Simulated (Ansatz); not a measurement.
**CH₄Si (triplet): correlated methods under varied settings at a displaced geometry (v1)**

Aim: run CH₄Si (triplet) at one geometry under a spread of methods and options, and see what each costs and gives.

Program: Ansatz 0.2.0, Gaussian basis. Level of theory: the settings change from run to run. These are calculated values, not measurements.

17 further runs of the same task are left out: 4 that didn't finish, 13 set aside as unsound or not needed. Runs told in other sessions of the task aren't counted.

### Step 1. The system

The geometry is a PBE0/def2-TZVP stationary point (not a proven minimum) with its atoms shifted at random (size 0.040 Å).

6 atoms, charge 0, spin multiplicity 3.

Atoms are counted from 1 here; the program's logs count them from 0.

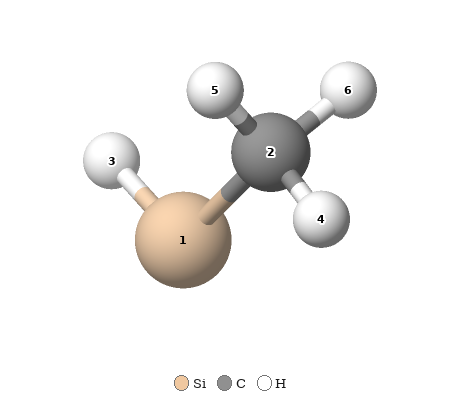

The geometry (silicon light orange, carbon grey, hydrogen white); atoms are numbered from 1 in the order of the file.

### Step 2. MP2 on ROHF/cc-pVDZ

The input, in.yaml:

```yaml
crystal:
  periodic: [false, false, false]
  atoms:
    - {symbol: Si, position_ang: [0.003444, -0.082090, 0.653889]}
    - {symbol: C, position_ang: [0.002611, 0.067356, -1.234481]}
    - {symbol: H, position_ang: [0.050575, 1.196278, 1.434539]}
    - {symbol: H, position_ang: [-0.052202, -0.926443, -1.706048]}
    - {symbol: H, position_ang: [0.796229, 0.613967, -1.637817]}
    - {symbol: H, position_ang: [-0.921691, 0.600948, -1.600634]}
basis:
  gaussian: {orbitals: cc-pVDZ, fitting: {mean_field: def2-universal-jkfit}}
magnetization: {spin_polarized: false, initial_magnetization: 2}
correlation: {method: mp2, electrons: outside_noble_gas}
accuracy: high
scf: {lower_state_search: off}
```

Started as:

```bash
ansatz run in.yaml --threads 1 --pin off --events-out ev --progress --plain --max-ram 2393MiB
```

What it wrote:

```text
Functional definition: HF
  name "HF"
  cite "Fock, Z. Phys. 61, 126 (1930) doi:10.1007/BF01340294"
  parent pbe
  exchange = exact_x
  correlation = 0
these checks for a lower state are left out or cut short: stability, starts, cluster_reference, orbital_swaps, neighbouring_geometries, increment
275 factors; integrals over basis functions are off by at most 3.6e-1 eV
mean field evaluation 1: about -8952.2657 eV, gradient 1.9e1 eV
mean field evaluation 2: about -8953.6273 eV, gradient 7.8e0 eV
mean field evaluation 4: about -8953.9164 eV, gradient 2.8e-1 eV
mean field evaluation 8: about -8953.9176 eV, gradient 2.4e-8 eV
mean field -8953.91759085 eV, -329.0504022805 hartree, gradient 2.4e-8 eV, S^2 2.000000; 0 other end points of the search recorded, 0 dependent functions left out
6 core orbitals not correlated: weight in the atoms' cores, before any rotation towards them, 1.000 or more for the frozen orbitals, at most 0.000 for the correlated occupied ones
reference -8953.91759085 eV, -329.0504022805 hartree; 7, 5 occupied and 39, 41 virtual orbitals, 275 factors
second order -5.86500836 eV of doubles, -0.02975844 eV of singles
Total energy: -8959.81235765 eV, -329.2670309646 hartree
Checks for a lower state left out: stability, starts, cluster_reference, orbital_swaps, neighbouring_geometries, increment
```

Wall time 0.21 s (1 thread of AMD EPYC 7B13, shared host).

### Step 3. BCCD on ROHF/cc-pVDZ

in.yaml, as its differences from that of step 2:

```diff
@@ -10,6 +10,4 @@
 basis:
-  gaussian: {orbitals: cc-pVDZ, fitting: {mean_field: def2-universal-jkfit}}
+  gaussian: {orbitals: cc-pVDZ}
 magnetization: {spin_polarized: false, initial_magnetization: 2}
-correlation: {method: mp2, electrons: outside_noble_gas}
-accuracy: high
-scf: {lower_state_search: off}
+correlation: {method: bccd, electrons: valence}
```

The command is unchanged.

What it wrote, shortened:

```text
Functional definition: HF
  name "HF"
  cite "Fock, Z. Phys. 61, 126 (1930) doi:10.1007/BF01340294"
  parent pbe
[...]
487 factors; integrals over basis functions are off by at most 1.3e-3 eV
[...]
mean field -8953.91730786 eV, -329.0503918806 hartree, gradient 2.3e-6 eV, S^2 2.000000; 0 other end points of the search recorded, 0 dependent functions left out
6 core orbitals not correlated: weight in the atoms' cores, before any rotation towards them, 1.000 or more for the frozen orbitals, at most 0.000 for the correlated occupied ones
reference -8953.91730786 eV, -329.0503918806 hartree; 7, 5 occupied and 39, 41 virtual orbitals, 487 factors
second order -5.87200817 eV of doubles, -0.02976243 eV of singles
cycle   1  -6.57467613 eV  change   -6.7e-1 eV  update   6.1e-2
[...]
cycle  10  -6.82509546 eV  change   -2.9e-6 eV  update   1.0e-5
Total energy: -8960.74240332 eV, -329.3012095125 hartree
```

Run time: 1.6 s. Hardware: 1 thread of AMD EPYC 7B13, shared host.

From the report: correlation -6.8251 eV; largest double amplitude 0.03.

### Step 4. CCSD on ROHF/cc-pVDZ

in.yaml, as its differences from that of step 3:

```diff
@@ -12,2 +12,5 @@
 magnetization: {spin_polarized: false, initial_magnetization: 2}
-correlation: {method: bccd, electrons: valence}
+correlation: {method: ccsd, electrons: outside_noble_gas}
+accuracy: high
+scf: {omitted_lower_state_checks: [cluster_reference]}
+output: {forces: true}
```

Same command.

What it wrote, shortened:

```text
Functional definition: HF
  name "HF"
  cite "Fock, Z. Phys. 61, 126 (1930) doi:10.1007/BF01340294"
  parent pbe
[...]
1187 factors; integrals over basis functions are off by at most 4.0e-9 eV
[...]
mean field -8953.91735673 eV, -329.0503936768 hartree, gradient 3.2e-8 eV, S^2 2.000000; 0 other end points of the search recorded, 0 dependent functions left out
6 core orbitals not correlated: weight in the atoms' cores, before any rotation towards them, 1.000 or more for the frozen orbitals, at most 0.000 for the correlated occupied ones
reference -8953.91735673 eV, -329.0503936768 hartree; 7, 5 occupied and 39, 41 virtual orbitals, 1187 factors
second order -5.87203000 eV of doubles, -0.02976250 eV of singles
cycle   1  -6.56166897 eV  change   -6.6e-1 eV  update   6.1e-2
[...]
cycle  23  -6.83130522 eV  change  -3.8e-10 eV  update  6.7e-10
[...]
Total energy: -8960.74866195 eV, -329.3014395131 hartree
Atom 0 at     0.003444    -0.082090     0.653889 Å, force     0.091904     0.182925     0.217417 eV/Å
Atom 1 at     0.002611     0.067356    -1.234481 Å, force    -2.749372    -0.685496    -0.035632 eV/Å
Atom 2 at     0.050575     1.196278     1.434539 Å, force    -0.017295    -0.083891     0.057213 eV/Å
Atom 3 at    -0.052202    -0.926443    -1.706048 Å, force     0.209955    -0.154362     0.007262 eV/Å
Atom 4 at     0.796229     0.613967    -1.637817 Å, force     2.115462     1.036711    -0.688578 eV/Å
Atom 5 at    -0.921691     0.600948    -1.600634 Å, force     0.349347    -0.295888     0.442317 eV/Å
Dipole moment:    -0.009855    -0.015788    -0.170650 e Å
Checks for a lower state left out: cluster_reference
```

It took 11 s on 1 thread of AMD EPYC 7B13, shared host; peak memory 0.31 GiB.

From the report: correlation -6.8313 eV; T1 0.016; largest double amplitude 0.03.

### Step 5. CASCI(4,4)/STO-3G

in.yaml, as its differences from that of step 4:

```diff
@@ -10,7 +10,4 @@
 basis:
-  gaussian: {orbitals: cc-pVDZ}
+  gaussian: {orbitals: STO-3G}
 magnetization: {spin_polarized: false, initial_magnetization: 2}
-correlation: {method: ccsd, electrons: outside_noble_gas}
-accuracy: high
-scf: {omitted_lower_state_checks: [cluster_reference]}
-output: {forces: true}
+correlation: {active_space: {window: {electrons: 4, orbitals: 4}, fixed_orbitals: true}}
```

Same command.

What it wrote:

```text
Functional definition: HF
  name "HF"
  cite "Fock, Z. Phys. 61, 126 (1930) doi:10.1007/BF01340294"
  parent pbe
  exchange = exact_x
  correlation = 0
216 factors; integrals over basis functions are off by at most 1.7e-5 eV
mean field evaluation 1: about -8849.0999 eV, gradient 7.9e0 eV
mean field evaluation 2: about -8849.1512 eV, gradient 7.8e0 eV
mean field evaluation 4: about -8849.8698 eV, gradient 6.1e-1 eV
mean field evaluation 8: about -8849.8725 eV, gradient 2.0e-6 eV
mean field -8849.87249399 eV, -325.2268154950 hartree, gradient 9.8e-6 eV, S^2 2.000000; 0 other end points of the search recorded, 0 dependent functions left out
reference -8849.87249399 eV, -325.2268154950 hartree; 13, 11 occupied and 5, 7 virtual orbitals, 216 factors
state -8850.01009162 eV, -325.2318721147 hartree
Total energy: -8850.01009162 eV, -325.2318721147 hartree
```

It took 0.09 s on 1 thread of AMD EPYC 7B13, shared host.

From the report: 36 determinants; active occupations 1.99, 1.00, 1.00, 0.01.

### Step 6. MP2 on UHF/cc-pVDZ

in.yaml, as its differences from that of step 5:

```diff
@@ -10,4 +10,5 @@
 basis:
-  gaussian: {orbitals: STO-3G}
-magnetization: {spin_polarized: false, initial_magnetization: 2}
-correlation: {active_space: {window: {electrons: 4, orbitals: 4}, fixed_orbitals: true}}
+  gaussian: {orbitals: cc-pVDZ}
+magnetization: {spin_polarized: true, initial_magnetization: 2}
+correlation: {method: mp2, electrons: all}
+accuracy: high
```

Launched as before.

What it wrote:

```text
Functional definition: HF
  name "HF"
  cite "Fock, Z. Phys. 61, 126 (1930) doi:10.1007/BF01340294"
  parent pbe
  exchange = exact_x
  correlation = 0
1187 factors; integrals over basis functions are off by at most 4.0e-9 eV
mean field evaluation 1: about -8952.2158 eV, gradient 1.5e1 eV
mean field evaluation 2: about -8952.2537 eV, gradient 1.5e1 eV
mean field evaluation 4: about -8953.8860 eV, gradient 2.1e0 eV
mean field evaluation 8: about -8953.9602 eV, gradient 2.6e-1 eV
mean field evaluation 16: about -8953.9624 eV, gradient 3.8e-7 eV
mean field -8953.96237463 eV, -329.0520480541 hartree, gradient 2.5e-8 eV, S^2 2.004844; 0 other end points of the search recorded, 0 dependent functions left out
reference -8953.96237463 eV, -329.0520480541 hartree; 13, 11 occupied and 39, 41 virtual orbitals, 1187 factors
second order -6.10928490 eV of doubles, -0.00000000 eV of singles
Total energy: -8960.07165953 eV, -329.2765601331 hartree
```

Run time: 0.94 s. Hardware: 1 thread of AMD EPYC 7B13, shared host.

From the report: ⟨S²⟩ of the determinant 2.005 (pure triplet: 2.00).

### Step 7. BCCD(T) on UHF/def2-mTZVP

in.yaml, as its differences from that of step 6:

```diff
@@ -10,5 +10,5 @@
 basis:
-  gaussian: {orbitals: cc-pVDZ}
+  gaussian: {orbitals: def2-mTZVP}
 magnetization: {spin_polarized: true, initial_magnetization: 2}
-correlation: {method: mp2, electrons: all}
-accuracy: high
+correlation: {method: bccd_t, electrons: valence}
+scf: {lower_state_search: light}
```

Same command.

What it wrote, shortened:

```text
Functional definition: HF
  name "HF"
  cite "Fock, Z. Phys. 61, 126 (1930) doi:10.1007/BF01340294"
  parent pbe
[...]
502 factors; integrals over basis functions are off by at most 1.1e-3 eV
[...]
mean field -8954.17589188 eV, -329.0598946682 hartree, gradient 2.8e-6 eV, S^2 2.004646; 0 other end points of the search recorded, 0 dependent functions left out
6 core orbitals not correlated: weight in the atoms' cores, before any rotation towards them, 1.000 or more for the frozen orbitals, at most 0.000 for the correlated occupied ones
reference -8954.17589188 eV, -329.0598946682 hartree; 7, 5 occupied and 40, 42 virtual orbitals, 502 factors
second order -5.21556450 eV of doubles, -0.00000000 eV of singles
cycle   1  -5.75133588 eV  change   -5.4e-1 eV  update   6.4e-2
[...]
cycle  10  -6.01882522 eV  change    2.7e-7 eV  update   1.4e-5
perturbative correction -0.19324795 eV, -0.0071017313 hartree
Total energy: -8960.38796506 eV, -329.2881841468 hartree
```

Wall time 1.9 s (1 thread of AMD EPYC 7B13, shared host).

From the report: ⟨S²⟩ of the determinant 2.005 (pure triplet: 2.00); correlation -6.2121 eV; largest double amplitude 0.04.

### Step 8. CISD/cc-pVDZ

in.yaml, as its differences from that of step 7:

```diff
@@ -10,5 +10,6 @@
 basis:
-  gaussian: {orbitals: def2-mTZVP}
-magnetization: {spin_polarized: true, initial_magnetization: 2}
-correlation: {method: bccd_t, electrons: valence}
-scf: {lower_state_search: light}
+  gaussian: {orbitals: cc-pVDZ}
+magnetization: {spin_polarized: false, initial_magnetization: 2}
+correlation: {active_space: {ras: {orbitals: [5, 2, 39], electrons: 12, max_holes: 2, max_particles: 2}, fixed_orbitals: true}}
+accuracy: high
+scf: {lower_state_search: full}
```

Launched as before.

What it wrote:

```text
Functional definition: HF
  name "HF"
  cite "Fock, Z. Phys. 61, 126 (1930) doi:10.1007/BF01340294"
  parent pbe
  exchange = exact_x
  correlation = 0
1187 factors; integrals over basis functions are off by at most 4.0e-9 eV
mean field evaluation 1: about -8952.2314 eV, gradient 1.9e1 eV
mean field evaluation 2: about -8952.2672 eV, gradient 1.9e1 eV
mean field evaluation 4: about -8953.8735 eV, gradient 2.4e0 eV
mean field evaluation 8: about -8953.9174 eV, gradient 1.4e-3 eV
mean field evaluation 16: about -8862.3741 eV, gradient 7.4e1 eV
mean field evaluation 32: about -8953.8615 eV, gradient 6.5e-1 eV
mean field evaluation 64: about -8915.5224 eV, gradient 7.8e1 eV
mean field evaluation 96: about -8953.9174 eV, gradient 2.5e-8 eV
mean field -8953.91735673 eV, -329.0503936768 hartree, gradient 3.2e-8 eV, S^2 2.000000; 5 other end points of the search recorded, 0 dependent functions left out
reference -8953.91735673 eV, -329.0503936768 hartree; 13, 11 occupied and 39, 41 virtual orbitals, 1187 factors
state -8960.23483713 eV, -329.2825567991 hartree
Total energy: -8960.23483713 eV, -329.2825567991 hartree
```

Wall time 5.5 s (1 thread of AMD EPYC 7B13, shared host).

From the report: 333,226 determinants.

### Step 9. BCCD(T)/cc-pVDZ

in.yaml, as its differences from that of step 8:

```diff
@@ -12,4 +12,4 @@
 magnetization: {spin_polarized: false, initial_magnetization: 2}
-correlation: {active_space: {ras: {orbitals: [5, 2, 39], electrons: 12, max_holes: 2, max_particles: 2}, fixed_orbitals: true}}
+hamiltonian: {xc: {name: PBE}}
+correlation: {method: bccd_t, electrons: outside_noble_gas}
 accuracy: high
-scf: {lower_state_search: full}
```

Same command.

What it wrote, shortened:

```text
Functional definition: PBE
  name "PBE"
  cite "Perdew, Burke & Ernzerhof, Phys. Rev. Lett. 77, 3865 (1996) doi:10.1103/PhysRevLett.77.3865"
  parent pbe
[...]
1187 factors; integrals over basis functions are off by at most 4.0e-9 eV
[...]
mean field -8971.19162848 eV, -329.6852114545 hartree, gradient 4.0e-8 eV, S^2 2.000000; 0 other end points of the search recorded, 0 dependent functions left out
[...]
6 core orbitals not correlated: weight in the atoms' cores, before any rotation towards them, 1.000 or more for the frozen orbitals, at most 0.000 for the correlated occupied ones
reference -8953.45978282 eV, -329.0335781456 hartree; 7, 5 occupied and 39, 41 virtual orbitals, 1187 factors
second order -6.15367698 eV of doubles, -0.28664255 eV of singles
cycle   1  -6.96272265 eV  change   -5.3e-1 eV  update   5.7e-2
[...]
cycle  23  -7.18815079 eV  change  -3.4e-10 eV  update   1.2e-9
perturbative correction -0.18700489 eV, -0.0068723031 hartree
Total energy: -8960.83493850 eV, -329.3046101179 hartree
```

Run time: 9 s. Hardware: 1 thread of AMD EPYC 7B13, shared host; peak memory 0.36 GiB.

From the report: correlation -7.3752 eV; largest double amplitude 0.03.

### Step 10. BCCD(T)/cc-pVDZ

in.yaml, as its differences from that of step 9:

```diff
@@ -10,6 +10,5 @@
 basis:
-  gaussian: {orbitals: cc-pVDZ}
-magnetization: {spin_polarized: false, initial_magnetization: 2}
+  gaussian: {orbitals: cc-pVDZ, fitting: {mean_field: def2-universal-jkfit}, point_charges: [{charge: 0.50, position_ang: [3.521, 0.864, -0.882]}]}
+magnetization: {spin_polarized: true, initial_magnetization: 2}
 hamiltonian: {xc: {name: PBE}}
 correlation: {method: bccd_t, electrons: outside_noble_gas}
-accuracy: high
```

Launched as before.

What it wrote, shortened:

```text
Functional definition: PBE
  name "PBE"
  cite "Perdew, Burke & Ernzerhof, Phys. Rev. Lett. 77, 3865 (1996) doi:10.1103/PhysRevLett.77.3865"
  parent pbe
[...]
275 factors; integrals over basis functions are off by at most 3.6e-1 eV
[...]
mean field -8971.25516031 eV, -329.6875462061 hartree, gradient 3.0e-6 eV, S^2 2.002375; 0 other end points of the search recorded, 0 dependent functions left out
6 core orbitals not correlated: weight in the atoms' cores, before any rotation towards them, 1.000 or more for the frozen orbitals, at most 0.000 for the correlated occupied ones
reference -8953.53405067 eV, -329.0363074386 hartree; 7, 5 occupied and 39, 41 virtual orbitals, 275 factors
second order -6.14406073 eV of doubles, -0.26165944 eV of singles
cycle   1  -6.92111283 eV  change   -5.2e-1 eV  update   5.7e-2
[...]
cycle   9  -7.14943152 eV  change    7.1e-6 eV  update   1.1e-5
perturbative correction -0.18712566 eV, -0.0068767412 hartree
Total energy: -8960.87060785 eV, -329.3059209422 hartree
```

Run time: 2.1 s. Hardware: 1 thread of AMD EPYC 7B13, shared host.

From the report: ⟨S²⟩ of the determinant 2.002 (pure triplet: 2.00); correlation -7.3366 eV; largest double amplitude 0.03.

### Step 11. The runs in one table

Where basis and cores are those of an earlier UCCSDT(Q)/cc-pVDZ run (-8960.9622 eV), and the records show the same count of frozen orbitals and kind of state, the miss against it is given; a blank cell means that this couldn't be shown.

| level | correlated | functions | energy (eV) | from UCCSDT(Q) (meV) | time |
| --- | --- | --- | --- | --- | --- |
| MP2 on ROHF/cc-pVDZ | outside noble gas | 52 | -8959.8124 | 1149.9 | 0.21 s |
| BCCD on ROHF/cc-pVDZ | valence | 52 | -8960.7424 | 219.8 | 1.6 s |
| CCSD on ROHF/cc-pVDZ | outside noble gas | 52 | -8960.7487 | 213.6 | 11 s |
| CASCI(4,4)/STO-3G |  | 18 | -8850.0101 |  | 0.09 s |
| MP2 on UHF/cc-pVDZ | all | 52 | -8960.0717 |  | 0.94 s |
| BCCD(T) on UHF/def2-mTZVP | valence | 53 | -8960.3880 |  | 1.9 s |
| CISD/cc-pVDZ | valence | 52 | -8960.2348 |  | 5.5 s |
| BCCD(T)/cc-pVDZ (on PBE orbitals) | outside noble gas | 52 | -8960.8349 | 127.3 | 9 s |
| BCCD(T)/cc-pVDZ (beside a point charge, on PBE orbitals) | outside noble gas | 52 | -8960.8706 |  | 2.1 s |

### Step 12. What came out

| quantity | value |
| --- | --- |
| runs | 9 |
| quickest | CASCI(4,4)/STO-3G, 0.09 s |
| slowest | CCSD on ROHF/cc-pVDZ, 11 s |

In words: Total energies in different bases, with other cores or another treatment of relativity can't be set against each other. CCSD on ROHF/cc-pVDZ took 122 times as long as CASCI(4,4)/STO-3G; the jobs differ in more than the method. Among the correlated runs with a miss given, it spans +127 to +1150 meV. Cores frozen from Kohn-Sham orbitals shift the total energy.
